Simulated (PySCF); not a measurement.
Single-point calculation of ZnBr

ZnBr, multiplicity 2, computed with UHF/sbkjc, mp2 (PySCF 2.14.0).

Some settings of this run were made unusual or wrong on purpose.

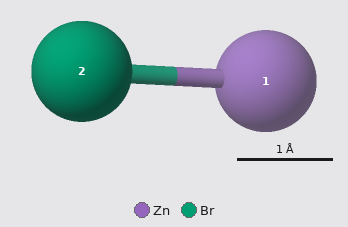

The structure as given in the input (ball-and-stick view, seen at a tilt; atoms are numbered from 1 in the order of the input). Sticks mark near contacts. Bond lengths as drawn: Br–Zn 2.14 Å.

The input:
```python
from pyscf import gto, scf, mp

mol = gto.M(
    atom='Zn 0 0 0; Br 0 0 2.144',
    basis='sbkjc',
    charge=0,
    spin=1,
    symmetry=True,
    verbose=3,
)
mf = scf.UHF(mol)
mf.kernel()
mp.MP2(mf).kernel()
mf.dip_moment()
print('orbital energies (hartree):', [e[max(0, n-3):n+3].round(4) for e, n in zip(mf.mo_energy, mol.nelec)])
```

Run as:
```bash
OMP_NUM_THREADS=1 python input.py
```

The program's output:
```
converged SCF energy = -922.511075282272  <S^2> = 1.7508636  2S+1 = 2.8290377
E(UMP2) = -922.602792553346  E_corr = -0.0917172710747647
E(SCS-UMP2) = -922.598516742133  E_corr = -0.0874414598616456
Dipole moment(X, Y, Z, Debye):  0.00000,  0.00000, 185.10761
orbital energies (hartree): [array([1.14  , 1.3374, 1.3374, 1.7444, 2.8385, 2.8385]), array([1.1952, 1.1952, 1.2736, 1.7907, 1.7907, 2.8546])]
```

What the run reported:

| quantity | value |
| --- | --- |
| outcome | converged |
| SCF energy | −922.511075 hartree |
| ⟨S²⟩ | 1.751 |
| dipole moment | 185.11 D |
| hardware | 1 CPU thread, shared host |

Some settings of this run were drawn to be unusual or wrong. It converged; results that depend on the unusual settings are not reference values. ⟨S²⟩ is 1.75 against 0.75 for a pure state: the solution is spin-contaminated.
